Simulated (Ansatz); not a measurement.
## Molecular dynamics of GeBH4OF

GeBH4OF, SMILES O[B](F)[GeH3], set up with RKS r2SCAN, rpa/6-31G* (Ansatz 0.2.0).

The geometry comes from this level: PBE0-D4/def2-TZVP.

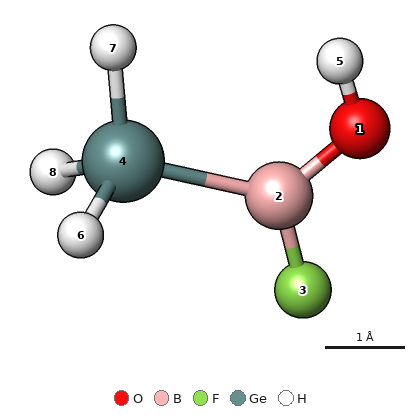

**Figure 1.** The structure as given in the input (ball-and-stick view, seen at a tilt; atoms are numbered from 1 in the order of the input). Sticks mark near contacts.

### Input file
```yaml
crystal:
  periodic: [false, false, false]
  atoms:
    - {symbol: O, position_ang: [1.776923, 0.708263, -0.630460]}
    - {symbol: B, position_ang: [1.057573, -0.138147, 0.132930]}
    - {symbol: F, position_ang: [1.755168, -0.962282, 0.903174]}
    - {symbol: Ge, position_ang: [-1.023162, -0.225570, 0.173810]}
    - {symbol: H, position_ang: [1.242803, 1.290053, -1.175228]}
    - {symbol: H, position_ang: [-1.563438, 0.082979, 1.579004]}
    - {symbol: H, position_ang: [-1.625134, 0.805152, -0.802461]}
    - {symbol: H, position_ang: [-1.528534, -1.617548, -0.236569]}
basis:
  gaussian: {orbitals: "6-31G*"}
hamiltonian: {xc: {name: r2SCAN}}
correlation: {method: rpa}
md: {timestep: 1 fs, n_steps: 20, ensemble: nvt_nose_hoover, temperature: 500, initial_velocities: maxwell_boltzmann, seed: 593}
```

Run on 2 threads of Arm Neoverse V1, 23 GiB of memory available, shared host.

Launch command:
```bash
ansatz run in.yaml --threads 2 --pin off --events-out ev --progress --plain --max-ram 4352MiB
```

### Log
```
Error: forces are implemented only for Hartree–Fock and Kohn–Sham states of molecules, for MP2, coupled cluster and FCI on these and for active spaces without a correction or with SC-NEVPT2: ask for no forces
```

### What the run reported

```json
{"quantity": "outcome", "value": "refused by the program"}
```

### What went wrong

The program refused the input: “forces are implemented only for Hartree–Fock and Kohn–Sham states of molecules, for MP2, coupled cluster and FCI on these and for active spaces without a correction or with SC-NEVPT2: ask for no forces”
